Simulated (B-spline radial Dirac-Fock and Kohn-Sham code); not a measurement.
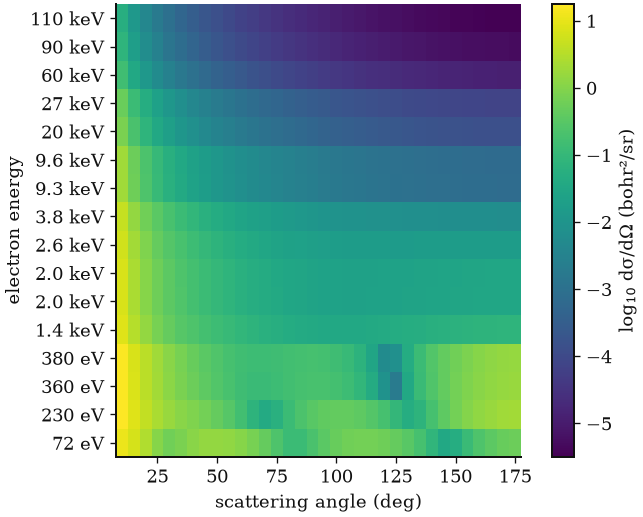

A map of the differential cross section for elastic electron scattering over angle and energy (one row an energy, not to scale). It refers to neutral Zn. The calculation used Dirac partial waves in the static Dirac–Fock field with Furness–McCarthy exchange, no polarisation or absorption (a radial B-spline solver).

**At which energies and angles does the cross section have minima?**

The deepest dip lies at 356 eV and 125° (0.0019 bohr²/sr). Marked minima (at least 40 % below the values at larger angles) show at 72 eV (30°, 85° and 145°); 230 eV (70° and 130°); 360 eV (70° and 125°); 380 eV (70° and 120°); 1.4 keV (100°); above that any minima are shallower. At 90° the cross section goes from 0.20 bohr²/sr at 72 eV to 1.6 × 10⁻⁵ at 110 keV. The model is rough under about 200 eV.
